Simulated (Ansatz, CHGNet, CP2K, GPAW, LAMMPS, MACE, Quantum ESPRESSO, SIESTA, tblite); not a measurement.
**Running amorphous Ge (61 atoms) with GPAW**

Aim: run amorphous Ge (61 atoms) in GPAW and see how near its forces come to a plane-wave reference, and at what cost.

Method: the method is named at each step, in GPAW 26.7.0.

## 1. The starting structure

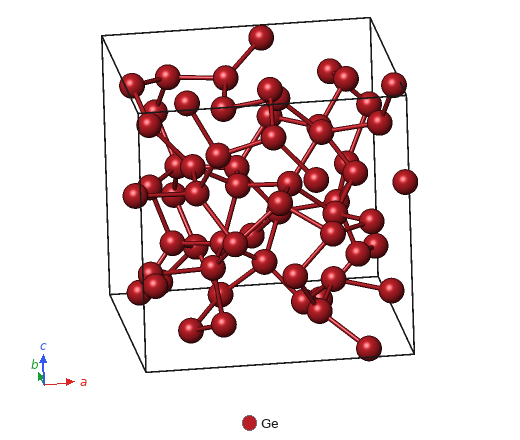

The cell as given, slightly off an axis (germanium red). Bonds to atoms that aren't drawn are left out. Some periodic images of atoms are drawn too.

The cell holds 61 atoms: 61 Ge. Cell: a = 11.188 Å, b = 11.188 Å, c = 11.188 Å, α = 90.0°, β = 90.0°, γ = 90.0°. 61 atoms (61 Ge) placed at random at 5.25 g/cm³, melted at 3500 K for 10 ps at fixed volume with the Tersoff potential (Tersoff, Phys. Rev. B 39, 5566 (1989)). Quenched from 3500 K to 500 K at 3 K/ps and fixed volume, held 5 ps.

The yardstick, on the same geometry:

```
method                 : Kohn-Sham DFT, PBE, PAW, plane waves (Ansatz 0.2.0); cutoff 420 eV, Γ point, fermi-dirac smearing of 0.05 eV; PAW set soft_2
r.m.s. force component : 0.6372 eV/Å
longest force          : 2.142 eV/Å
pressure               : 4.042 GPa
SCF cycles             : 9
time                   : 24 s on 4 threads of Arm Neoverse V2, shared host
CPU time               : 91 s
```

## 2. PBE, LCAO dzp, h 0.2 Å

Method: Kohn-Sham DFT, PBE, PAW, atomic orbitals (dzp).

The input, run.py:

```python
import numpy as np
from ase.io import read
from gpaw import GPAW, FermiDirac

atoms = read("structure.xyz")
atoms.calc = GPAW(
    mode="lcao",
    basis="dzp",
    h=0.2,
    xc="PBE",
    kpts={"size": (1, 1, 1), "gamma": True},
    occupations=FermiDirac(0.05),
    maxiter=200,
    symmetry={"point_group": False},
    txt="gpaw.txt",
)
energy = atoms.get_potential_energy(force_consistent=True)
forces = atoms.get_forces()
print(f"energy {energy:.6f} eV")
print("forces (eV/A)")
for i, (a, f) in enumerate(zip(atoms, forces)):
    print(f"{i:4d} {a.symbol:2s} {f[0]:10.5f} {f[1]:10.5f} {f[2]:10.5f}")
print(f"Fermi level {atoms.calc.get_fermi_level():.4f} eV")
for k in range(len(atoms.calc.get_ibz_k_points())):
    for s in range(atoms.calc.get_number_of_spins()):
        e = atoms.calc.get_eigenvalues(kpt=k, spin=s)
        n = np.searchsorted(e, atoms.calc.get_fermi_level())
        print(f"k {k} spin {s} levels about the Fermi level:", np.round(e[max(n - 6, 0):n], 4).tolist(), "|", np.round(e[n:n + 6], 4).tolist())
```

The input, structure.xyz:

```xyz
61
Lattice="11.18750 0.00000 0.00000 0.00000 11.18750 0.00000 0.00000 0.00000 11.18750" Properties=species:S:1:pos:R:3 pbc="T T T"
Ge 5.87422 6.35718 2.45185
Ge 0.62706 6.30483 1.50707
Ge 8.07145 0.91346 5.15363
Ge 2.56988 5.10049 0.09431
Ge 5.06078 8.14114 6.03857
Ge 4.03544 5.42985 3.66614
Ge 4.78176 5.69578 6.02234
Ge 11.02987 11.16949 7.45669
Ge 8.19865 4.70009 8.40047
Ge 3.67778 2.98952 0.90663
Ge 10.48716 3.54946 8.98211
Ge 5.83160 2.48508 11.05896
Ge 0.69955 7.26136 10.15445
Ge 2.13838 6.89765 3.36072
Ge 0.08200 2.33215 6.91790
Ge 2.71286 10.52979 4.31457
Ge 2.85382 5.11906 7.13852
Ge 3.30937 3.09849 3.35200
Ge 7.54664 1.90959 1.54801
Ge 8.42419 7.19222 7.86403
Ge 5.80508 9.74386 2.57749
Ge 4.70938 8.10344 9.95352
Ge 1.09000 5.11437 9.07317
Ge 8.68363 4.77292 4.82237
Ge 2.01912 10.36712 0.65391
Ge 3.43199 1.13363 8.78801
Ge 5.65014 0.34726 9.64631
Ge 6.76105 4.31110 6.38448
Ge 2.24186 1.50673 11.01566
Ge 6.76094 8.09181 4.04809
Ge 10.01483 8.17448 1.96564
Ge 9.91716 2.66688 5.02811
Ge 8.44533 4.14116 2.19868
Ge 1.27168 6.95258 5.81549
Ge 2.69630 8.98356 6.02648
Ge 2.01297 10.38278 7.98038
Ge 0.65950 2.69697 3.37102
Ge 9.95408 10.55921 5.16124
Ge 6.56236 8.70343 7.99559
Ge 4.06330 1.48458 4.80168
Ge 4.09709 7.10708 0.93460
Ge 8.33860 7.92433 0.18952
Ge 11.01387 10.33468 1.59332
Ge 6.04684 1.95580 6.29398
Ge 6.43695 0.82206 3.45425
Ge 10.97259 2.27498 10.96118
Ge 0.52100 0.14342 3.64858
Ge 6.43225 9.62528 11.12194
Ge 9.74084 8.29397 9.51005
Ge 7.34146 0.10371 7.76860
Ge 9.38452 10.70521 9.14052
Ge 3.37001 9.07452 2.46807
Ge 10.81507 3.92357 1.59646
Ge 9.37479 0.52604 0.21782
Ge 7.38565 5.77219 0.80427
Ge 9.79712 6.62680 5.93956
[... 1 atom lines left out ...]
Ge 4.27217 5.66390 9.38072
Ge 9.22174 8.39521 4.20079
Ge 2.41001 8.96432 9.89288
Ge 6.39366 4.57132 10.02937
```

Started as:

```sh
$ OMP_NUM_THREADS=1 python run.py > output.txt
```

Output:

```text
energy -249.055906 eV
forces (eV/A)
   0 Ge   -0.16542    0.54576    1.00588
   1 Ge   -0.92350   -0.19823   -0.83046
   2 Ge    0.91850    0.06415    0.89853
   3 Ge    0.71576   -0.57772   -0.65380
   4 Ge    0.63274   -0.22316    0.27958
   5 Ge    0.00984   -1.26761    0.61657
   6 Ge    1.35233    0.82661   -0.85055
   7 Ge   -0.48004   -0.12835   -0.89627
   8 Ge    0.23599    0.33902    0.26100
   9 Ge    0.42777    1.11193    0.88800
  10 Ge   -0.84368   -0.30859   -1.47978
  11 Ge    0.15504   -0.67433   -0.14479
  12 Ge   -0.32415    0.28007    0.27462
  13 Ge   -0.24314    0.87851    0.52514
  14 Ge    0.84672    0.08219    1.41846
  15 Ge    0.27846    1.27659   -0.50197
  16 Ge   -1.89047   -0.74323    1.04227
  17 Ge   -1.23123    1.44273   -1.33052
  18 Ge    0.12007   -0.04329   -0.27903
  19 Ge    0.22835   -1.28451   -0.11892
  20 Ge   -0.05391    0.52724   -1.26729
  21 Ge    0.03815   -0.04452   -0.81755
  22 Ge    1.33995    0.24221    0.32921
  23 Ge   -0.83402   -0.63415   -0.89757
[...]
53 Ge   -0.54609   -0.18067    0.67605
  54 Ge    0.26203   -0.58708   -1.56649
  55 Ge    1.05658    0.67640   -0.31340
  56 Ge   -0.16842    0.25446    0.26718
  57 Ge   -0.14482    0.46375    0.08355
  58 Ge   -0.22667   -0.04716    0.67228
  59 Ge   -0.12973    0.01247   -0.17098
  60 Ge    0.19316    0.30953    0.54221
Fermi level 5.6469 eV
k 0 spin 0 levels about the Fermi level: [5.0073, 5.1827, 5.2589, 5.2815, 5.491, 5.58] | [5.7049, 5.8736, 5.9775, 6.0113, 6.1958, 6.2212]
```

gpaw.txt:

```text
Input parameters:
  mode=LCAO(),
  basis={'default': 'dzp'},
  h=0.2,
  kpts=MonkhorstPack(size=(1, 1, 1), gamma=True),
  maxiter=200,
  occupations=Occupations(name='fermi-dirac', width=0.05, fixmagmom=False),
  symmetry=Symmetry(point_group=False),
  xc=XC(name='PBE')
Unit cell  # Å
| periodic |         x |         y |         z |   lengths |    angles |
|----------|-----------|-----------|-----------|-----------|-----------|
|      yes | 11.187500 |  0.000000 |  0.000000 | 11.187500 | 90.000000 |
|      yes |  0.000000 | 11.187500 |  0.000000 | 11.187500 | 90.000000 |
|      yes |  0.000000 |  0.000000 | 11.187500 | 11.187500 | 90.000000 |
Number of symmetries: 1
Symmetry operations  # r_c * U_cc + t_c -> r_c
|   | kind |            matrix            |
|---|------|------------------------------|
| 0 |  E   |  1, 0, 0,  0, 1, 0,  0, 0, 1 |
BZ-sampling:
  Number of BZ points: 1
  Number of IBZ points: 1
  Monkhorst-Pack size: [1, 1, 1]
  Monkhorst-Pack shift: [0, 0, 0]
[... lines left out ...]
  Fermi-Dirac:
[... lines left out ...]
xc functional:
  name: PBE with 2 nearest neighbor stencil
interpolation: tri-quintic # 5. degree polynomial
Initialization done in: 6.540 s
convergence criteria:
- Maximum [total energy] change in last 3 cyles: 0.0005 eV / valence electron
- Maximum integral of absolute [dens]ity change: 0.0001 electrons / valence electron
- Maximum integral of absolute [eigenst]ate change: 4e-08 eV^2 / valence electron
maximum number of iterations: 200
SCF iterations
|iter     |      energy | eigst |  dens |
|---------|-------------|-------|-------|
|iter:   1| -249.485124 |      c|       |
|iter:   2| -249.335757 |      c| -1.06 |
|iter:   3| -253.716134 |      c| -1.08 |
|iter:   4| -255.676013 |      c| -1.24 |
|iter:   5| -249.326567 |      c| -1.16 |
|iter:   6| -249.078657 |      c| -1.80 |
|iter:   7| -249.010252 |      c| -2.06 |
|iter:   8| -248.997919c|      c| -2.32 |
|iter:   9| -248.994894c|      c| -2.59 |
|iter:  10| -248.991548c|      c| -2.67 |
|iter:  11| -248.989919c|      c| -3.00 |
|iter:  12| -248.990041c|      c| -3.31 |
|iter:  13| -248.989772c|      c| -3.56 |
|iter:  14| -248.989837c|      c| -3.98 |
|iter:  15| -248.989836c|      c| -4.27c|
Converged in 15 steps
SCF loop duration: 129.070 s (8.605 s/step)
Energy contributions relative to reference atoms: (reference = -3482955.909003)
Energy contributions:
  Kinetic:         986.337971
  Coulomb:        -881.877452
  Zero:              0.639997
  External:          0.000000
  Xc:             -354.024282
  Entropy:          -0.132141
  Spinorbit:         0.000000
  ----------------------------
  Free energy:    -249.055906
  Extrapolated:   -248.989836
dipole moment: (38.403832, -18.521935, 13.469261)  # |e|*Ang
Fermi level: 5.647
Eigenvalues  # (at kpt = [0.000, 0.000, 0.000])
| band index |      eig [eV] | occ [0-2] |
|------------|---------------|-----------|
|          0 |        -7.015 |     2.000 |
|        ... |               |           |
|        114 |         4.889 |     2.000 |
|        115 |         4.900 |     2.000 |
[...]
|        129 |         6.511 |     0.000 |
|        ... |               |           |
|        150 |         8.259 |     0.000 |
Gap: 0.125 eV
Transition (v -> c):
  (s=0, k=0, n=121, [0.00, 0.00, 0.00]) -> (s=0, k=0, n=122, [0.00, 0.00, 0.00])
No difference between direct/indirect transitions
Force computation time: 18.340  # s
timing:  # [seconds]
  Total:  153.975  # ━━━━━━━━━━━━━━━━━━━━━━━━━━━━━━━━━━━━━━━━━━━━━━━━━━━━━━━━
  Init:     6.540  # ━━╸
  SCF:    129.070  # ━━━━━━━━━━━━━━━━━━━━━━━━━━━━━━━━━━━━━━━━━━━━━━━
  Forces:  18.340  # ━━━━━━╸
```

It took 2.6 min on 1 thread of Arm Neoverse V2, shared host; peak memory 1.4 GiB.

Banners, paths, timers and routine set-up lines are dropped from the logs unmarked, and long logs keep their key lines alone; longer cuts are marked.

Compared with the plane-wave run:

* r.m.s. force component: 0.6936 eV/Å
* r.m.s. difference of force components: 70.25 meV/Å
* longest difference of force vectors: 182.8 meV/Å
* force difference over r.m.s. force: 11.03 %
* slope of forces against the reference's: 1.087
* correlation of force components: 0.998

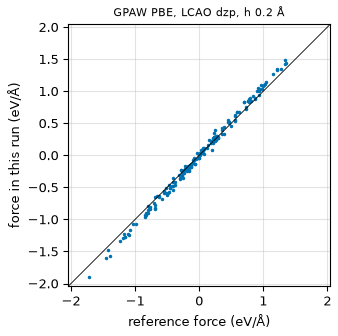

Force components against those of the reference; the line marks equality.

The surroundings of Ge18, which bears the longest force, nearest first, numbered as they follow in the input and with coordinates relative to it.

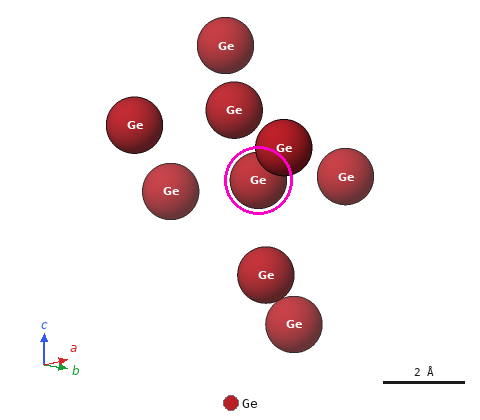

The atoms of the table, within 3.9 Å (arrows a, b, c point along x, y, z); some may hide others; the central atom is ringed.

```
atom      x      y      z  distance (Å)  bonds     Fx     Fy  Fz (eV/Å)
Ge18   0.00   0.00   0.00          0.00      4  -1.23   1.44      -1.33
Ge40   0.75  -1.61   1.45          2.30      5   0.44  -1.60       1.04
 Ge6   0.73   2.33   0.31          2.46      4   0.01  -1.27       0.62
Ge10   0.37  -0.11  -2.45          2.48      4   0.43   1.11       0.89
Ge37  -2.65  -0.40   0.02          2.68      4   0.56  -0.64       1.02
Ge57  -0.64  -0.51   3.41          3.51      4  -0.17   0.25       0.27
Ge45   3.13  -2.28   0.10          3.87      4  -1.24  -0.27      -0.94
 Ge4  -0.74   2.00  -3.26          3.89      5   0.72  -0.58      -0.65
Ge16  -0.60  -3.76   0.96          3.92      4   0.28   1.28      -0.50
```

Atoms are counted from 1 here, from 0 in the log.

Forces lie 11 % from the reference's, at 1.7 times its CPU time (on 1 against 4 cores).

## 3. PBE, LCAO dzp, h 0.2 Å, other mixer settings

Method: Kohn-Sham DFT, PBE, PAW, atomic orbitals (dzp).

run.py, as its differences from that of step 2:

```diff
@@ -2,3 +2,3 @@
 from ase.io import read
-from gpaw import GPAW, FermiDirac
+from gpaw import GPAW, FermiDirac, Mixer
 
@@ -12,2 +12,3 @@
     occupations=FermiDirac(0.05),
+    mixer=Mixer(0.03, 7, 100),
     maxiter=200,
```

structure.xyz is that of step 2.

Output:

```text
energy -249.055905 eV
forces (eV/A)
   0 Ge   -0.16571    0.54354    1.00420
   1 Ge   -0.92347   -0.19867   -0.83006
   2 Ge    0.91832    0.06308    0.89656
   3 Ge    0.71596   -0.57914   -0.65531
   4 Ge    0.63343   -0.22305    0.27989
   5 Ge    0.01015   -1.26917    0.61864
   6 Ge    1.35129    0.82725   -0.85089
   7 Ge   -0.47843   -0.12818   -0.89574
   8 Ge    0.23376    0.33935    0.26124
   9 Ge    0.42821    1.11179    0.88800
  10 Ge   -0.84157   -0.31017   -1.47950
  11 Ge    0.15613   -0.67330   -0.14411
[...]
56 Ge   -0.16706    0.25479    0.26439
  57 Ge   -0.14517    0.46468    0.08429
  58 Ge   -0.22534   -0.04692    0.67211
  59 Ge   -0.12931    0.01233   -0.17119
  60 Ge    0.19185    0.30844    0.54300
Fermi level 5.6469 eV
k 0 spin 0 levels about the Fermi level: [5.0072, 5.1827, 5.2589, 5.2814, 5.491, 5.58] | [5.7049, 5.8735, 5.9775, 6.0112, 6.1958, 6.2212]
```

gpaw.txt:

```text
Input parameters:
  mode=LCAO(),
  basis={'default': 'dzp'},
  h=0.2,
  kpts=MonkhorstPack(size=(1, 1, 1), gamma=True),
  maxiter=200,
  mixer=Pulay(name='pulay', nmaxold=7, beta=0.03, weight=100, sigma=0.015, g_ss=None),
  occupations=Occupations(name='fermi-dirac', width=0.05, fixmagmom=False),
[... lines left out ...]
  Fermi-Dirac:
[... lines left out ...]
convergence criteria:
- Maximum [total energy] change in last 3 cyles: 0.0005 eV / valence electron
[... lines left out ...]
Converged in 20 steps
[... lines left out ...]
  Free energy:    -249.055905
[... lines left out ...]
Fermi level: 5.647
[... lines left out ...]
|          0 |        -7.015 |     2.000 |
|        ... |               |           |
|        114 |         4.890 |     2.000 |
|        115 |         4.900 |     2.000 |
[...]
|        129 |         6.511 |     0.000 |
|        ... |               |           |
|        150 |         8.259 |     0.000 |
Gap: 0.125 eV
Transition (v -> c):
  (s=0, k=0, n=121, [0.00, 0.00, 0.00]) -> (s=0, k=0, n=122, [0.00, 0.00, 0.00])
No difference between direct/indirect transitions
Force computation time: 18.333  # s
timing:  # [seconds]
  Total:  198.448  # ━━━━━━━━━━━━━━━━━━━━━━━━━━━━━━━━━━━━━━━━━━━━━━━━━━━━━━━━
  Init:     6.557  # ━━
  SCF:    173.533  # ━━━━━━━━━━━━━━━━━━━━━━━━━━━━━━━━━━━━━━━━━━━━━━━━━
  Forces:  18.333  # ━━━━━
```

It took 3.3 min on 1 thread; peak memory 1.3 GiB.

Compared with the plane-wave run:

* r.m.s. force component: 0.6936 eV/Å
* r.m.s. difference of force components: 70.02 meV/Å
* longest difference of force vectors: 183.1 meV/Å
* force difference over r.m.s. force: 10.99 %
* slope of forces against the reference's: 1.086
* correlation of force components: 0.998
* energy less the same-level run's: 0 meV/atom
* r.m.s. force difference from the same-level run: 1.084 meV/Å

Against the first run (11 %), the force difference from the reference is 11 %, at 1.3 times the CPU time: another solver or mixer reaches the same state.

## 4. PBE, LCAO dzp, h 0.15 Å

Method: Kohn-Sham DFT, PBE, PAW, atomic orbitals (dzp).

run.py, as its differences from that of step 3:

```diff
@@ -2,3 +2,3 @@
 from ase.io import read
-from gpaw import GPAW, FermiDirac, Mixer
+from gpaw import GPAW, FermiDirac
 
@@ -8,3 +8,3 @@
     basis="dzp",
-    h=0.2,
+    h=0.15,
     xc="PBE",
@@ -12,3 +12,2 @@
     occupations=FermiDirac(0.05),
-    mixer=Mixer(0.03, 7, 100),
     maxiter=200,
```

structure.xyz is that of step 3.

Output:

```text
energy -249.495892 eV
forces (eV/A)
   0 Ge   -0.16474    0.56459    0.99752
   1 Ge   -0.92312   -0.19200   -0.81527
   2 Ge    0.90568    0.06678    0.90846
   3 Ge    0.72415   -0.57232   -0.66515
   4 Ge    0.60157   -0.21212    0.28806
   5 Ge    0.00366   -1.27621    0.60121
   6 Ge    1.34237    0.81849   -0.86978
   7 Ge   -0.49427   -0.12258   -0.88656
   8 Ge    0.22830    0.32365    0.26162
   9 Ge    0.42474    1.11644    0.89775
  10 Ge   -0.84231   -0.28811   -1.48702
  11 Ge    0.14593   -0.67372   -0.14273
[...]
56 Ge   -0.15237    0.26480    0.26308
  57 Ge   -0.15148    0.45714    0.07763
  58 Ge   -0.23569   -0.03754    0.67766
  59 Ge   -0.12122    0.01128   -0.16183
  60 Ge    0.18975    0.30779    0.55288
Fermi level 5.6467 eV
k 0 spin 0 levels about the Fermi level: [5.0072, 5.1826, 5.2588, 5.2813, 5.4909, 5.5798] | [5.7048, 5.8733, 5.9773, 6.0111, 6.1956, 6.2209]
```

gpaw.txt:

```text
Input parameters:
  mode=LCAO(),
  basis={'default': 'dzp'},
  h=0.15,
  kpts=MonkhorstPack(size=(1, 1, 1), gamma=True),
  maxiter=200,
  occupations=Occupations(name='fermi-dirac', width=0.05, fixmagmom=False),
  symmetry=Symmetry(point_group=False),
  xc=XC(name='PBE')
[... lines left out ...]
  Fermi-Dirac:
[... lines left out ...]
convergence criteria:
- Maximum [total energy] change in last 3 cyles: 0.0005 eV / valence electron
[... lines left out ...]
Converged in 15 steps
[... lines left out ...]
  Free energy:    -249.495892
[... lines left out ...]
Fermi level: 5.647
[... lines left out ...]
|          0 |        -7.015 |     2.000 |
|        ... |               |           |
|        114 |         4.889 |     2.000 |
|        115 |         4.900 |     2.000 |
[...]
|        129 |         6.511 |     0.000 |
|        ... |               |           |
|        150 |         8.259 |     0.000 |
Gap: 0.125 eV
Transition (v -> c):
  (s=0, k=0, n=121, [0.00, 0.00, 0.00]) -> (s=0, k=0, n=122, [0.00, 0.00, 0.00])
No difference between direct/indirect transitions
Force computation time: 41.463  # s
timing:  # [seconds]
  Total:  338.627  # ━━━━━━━━━━━━━━━━━━━━━━━━━━━━━━━━━━━━━━━━━━━━━━━━━━━━━━━━
  Init:    11.803  # ━━
  SCF:    285.335  # ━━━━━━━━━━━━━━━━━━━━━━━━━━━━━━━━━━━━━━━━━━━━━━━
  Forces:  41.463  # ━━━━━━━
```

Run time: 5.7 min. Hardware: 1 thread; peak memory 3.1 GiB.

Against the reference:

```
r.m.s. force component                          : 0.6938 eV/Å
r.m.s. difference of force components           : 70.04 meV/Å
longest difference of force vectors             : 187.2 meV/Å
force difference over r.m.s. force              : 10.99 %
slope of forces against the reference's         : 1.087
correlation of force components                 : 0.9981
energy less the same-level run's                : -7.213 meV/atom
r.m.s. force difference from the same-level run : 9.892 meV/Å
```

Against the first run (11 %), the force difference from the reference is 11 %, at 2.2 times the CPU time: the change moves forces by 9.9 meV/Å r.m.s., so most of the difference comes from elsewhere.

(Part 1 of 2 ends here.)

[Also dropped from logs without a mark: logging warnings of Python, and SIESTA's first energy breakdown and zero terms.]

[Logs are printed without paths, hosts, clocks, repeated set-up lines and the standing remarks that a program may print on its own settings, such as how far it seeks lower states.]

[Hosts, paths, dates, database ids (printed as entryN), source tags and the programs' standing remarks are cut or masked in the printed files.]
